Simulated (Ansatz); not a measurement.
# Calculations on CH6OSSi

**1. Relaxation**

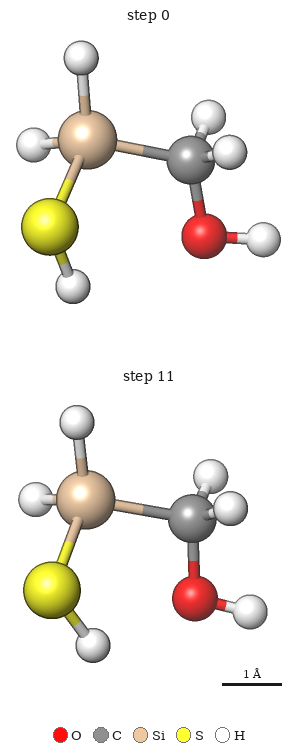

The structure of CH₆OSSi before (top) and after (bottom) a relaxation, at one scale.

The picture is a ball-and-stick view, seen at a tilt.

The run prepares an end point of a later path (torsion) calculation, from a guessed geometry.

Level of theory: RKS PBE-D4/6-31G* in Ansatz.

The input:
```yaml
crystal:
  periodic: [false, false, false]
  atoms:
    - { symbol: O, position_ang: [-0.7899, 0.8751, -1.1901] }
    - { symbol: C, position_ang: [-0.5875, 0.6828, 0.1896] }
    - { symbol: Si, position_ang: [0.257, -0.9106, 0.6304] }
    - { symbol: S, position_ang: [2.2391, -0.9863, -0.4048] }
    - { symbol: H, position_ang: [-1.2543, 1.7893, -1.2933] }
    - { symbol: H, position_ang: [0.0116, 1.5449, 0.5547] }
    - { symbol: H, position_ang: [-1.5229, 0.7189, 0.7092] }
    - { symbol: H, position_ang: [-0.4811, -2.0789, 0.2487] }
    - { symbol: H, position_ang: [0.559, -0.9485, 2.1474] }
    - { symbol: H, position_ang: [1.652, -0.7379, -1.5889] }
basis:
  gaussian: { orbitals: "6-31G*" }
hamiltonian:
  xc: pbe
  dispersion: d4
relax:
  f_tol: 0.015
  max_steps: 40
```

Launched with:
```bash
ansatz run input.yaml --threads 1 --pin off --max-ram 2048MiB --backend cpu --events-out ev --progress --plain --runs-dir out
```

What changed between the two?

After 11 geometry steps the energy has fallen by 0.315 eV. Largest force component: 2.3 eV/Å at the start, 0.0059 eV/Å at the end. The atom that moves furthest after the best rigid fit is H10 (0.34 Å). Largest moves by element: H 0.34 Å, O 0.17 Å, S 0.13 Å, C 0.05 Å, Si 0.05 Å. Near-neighbour distances that change, for instance: Si3–S4 2.237 → 2.158 Å, Si3–H8 1.434 → 1.501 Å, C2–Si3 1.856 → 1.910 Å, O1–H5 1.031 → 0.978 Å. Among the angles between lasting bonds that change: O1–C2–Si3 114.5° → 105.7°, O1–C2–H6 107.1° → 112.3°, S4–Si3–H8 107.8° → 112.6°.

**2. Relaxation**

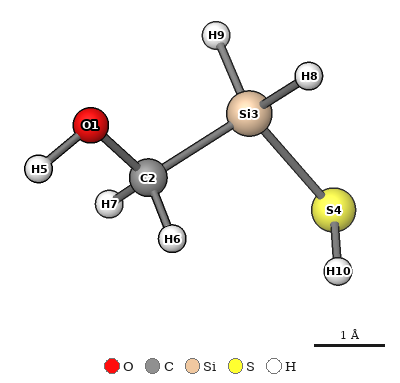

This is the input geometry for a relaxation of CH₆OSSi. Style: ball-and-stick. Shown at a tilt.

The run prepares an end point of a later path (torsion) calculation, from a guessed geometry.

The calculation used Ansatz, RKS PBE-D4/6-31G*.

Input file:
```yaml
crystal:
  periodic: [false, false, false]
  atoms:
    - { symbol: O, position_ang: [-0.7899, 0.8751, -1.1901] }
    - { symbol: C, position_ang: [-0.5875, 0.6828, 0.1896] }
    - { symbol: Si, position_ang: [0.257, -0.9106, 0.6304] }
    - { symbol: S, position_ang: [0.54285, -0.98539, 2.84823] }
    - { symbol: H, position_ang: [-1.2543, 1.7893, -1.2933] }
    - { symbol: H, position_ang: [0.0116, 1.5449, 0.5547] }
    - { symbol: H, position_ang: [-1.5229, 0.7189, 0.7092] }
    - { symbol: H, position_ang: [1.54329, -1.0699, 0.01763] }
    - { symbol: H, position_ang: [-0.65209, -2.10967, 0.27026] }
    - { symbol: H, position_ang: [1.14592, 0.21648, 2.83055] }
basis:
  gaussian: { orbitals: "6-31G*" }
hamiltonian:
  xc: pbe
  dispersion: d4
relax:
  f_tol: 0.015
  max_steps: 40
```

Run as
```bash
ansatz run input.yaml --threads 1 --pin off --max-ram 2048MiB --backend cpu --events-out ev --progress --plain --runs-dir out
```

Question: Predict the outcome.

Answer: After 8 geometry steps the energy has fallen by 0.312 eV. The largest force component goes from 1.8 to 0.0083 eV/Å. The atom that moves furthest after the best rigid fit is H10 (0.36 Å). By element the largest moves are H 0.36 Å, C 0.12 Å, O 0.11 Å, Si 0.08 Å, S 0.07 Å. Near-neighbour distances that change, for instance: Si3–S4 2.237 → 2.169 Å, Si3–H8 1.434 → 1.499 Å, O1–H5 1.031 → 0.978 Å, C2–Si3 1.856 → 1.908 Å. Bond angles that change, for instance: O1–C2–Si3 114.5° → 105.8°, O1–C2–H6 107.1° → 112.7°, Si3–S4–H10 90.8° → 95.8°.

History of the run:

```tsv
step	E − E(0), eV	largest force component, eV/Å
0	0.0000	1.8394
1	-0.2342	0.6863
2	-0.2798	0.6421
3	-0.3029	0.2451
4	-0.3061	0.1210
5	-0.3104	0.0838
6	-0.3118	0.0310
7	-0.3120	0.0303
8	-0.3121	0.0083
```

Final geometry:

```xyz
10

O    -0.7125    0.7990   -1.2130
C    -0.6497    0.7810    0.2172
Si    0.2195   -0.8540    0.6775
S     0.4864   -1.0248    2.8235
H    -1.2131    1.5972   -1.4768
H    -0.0805    1.6418    0.6330
H    -1.6525    0.7992    0.6958
H     1.5331   -0.9381   -0.0401
H    -0.6383   -2.0266    0.3210
H     1.4017   -0.0227    2.9291
```

The end point in the same view:

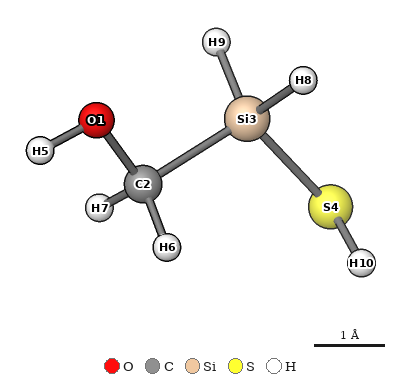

**3. Path**

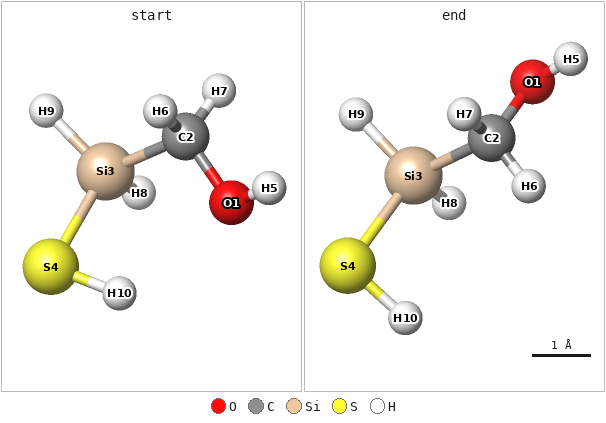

The two relaxed end points of a path for CH₆OSSi. The picture is a ball-and-stick view, seen at a tilt.

The calculation used RKS PBE-D4/6-31G* (Ansatz).

Run with 7 movable images; climbing image; force threshold 0.05 eV/Å; iteration limit 53.

Start:
```xyz
10

O    -0.6876    0.7415   -1.1972
C    -0.5888    0.7088    0.2349
Si    0.2918   -0.9330    0.6546
S     2.1283   -0.9854   -0.4777
H    -1.0322    1.6213   -1.4495
H     0.0062    1.5566    0.6350
H    -1.5862    0.7407    0.7251
H    -0.6199   -2.0802    0.3300
H     0.6556   -0.9954    2.1079
H     1.5157   -0.4260   -1.5602
```

End:
```xyz
10

O    -1.8591    0.7033   -0.0726
C    -0.4327    0.8158   -0.1206
Si    0.2399   -0.8920    0.4008
S     2.4064   -0.9453    0.3064
H    -2.2320    1.5855   -0.2724
H    -0.0563    1.0767   -1.1345
H    -0.0343    1.5842    0.5763
H    -0.3663   -1.9520   -0.4689
H    -0.0706   -1.1652    1.8384
H     2.4879   -0.8623   -1.0498
```

> Predict the minimum-energy path and its barrier.

The energy climbs by 2.57 kcal/mol to image 5 and then falls by 1.50 kcal/mol, so the end point sits at +1.07 kcal/mol. The motion is a rotation about the C2–Si3 bond by about 125°, with a turn of about 30° about Si3–S4. No bond forms or breaks between the ends. Bond angles that change up to the highest image, for instance: C2–Si3–S4 107.3° → 112.5°, S4–Si3–H9 107.5° → 102.8°. The band converged in 7 iterations. The largest component of the band force went from 6.1 to 0.022 eV/Å. The climbing image converged on the top of the path. Its vibrational analysis gives one imaginary mode (84i cm⁻¹), as a transition state must have.

Energies of the converged images:

```
image  path (Å)  E (kcal/mol)
    0      0.00          0.00
    1      0.52          0.22
    2      1.04          0.82
    3      1.55          1.62
    4      2.07          2.33
    5      2.59          2.57
    6      3.20          2.16
    7      3.81          1.43
    8      4.42          1.07
```

The geometry at the top of the path:

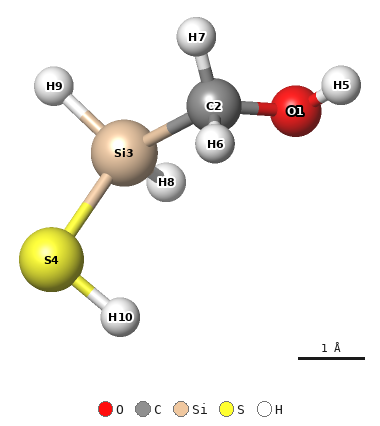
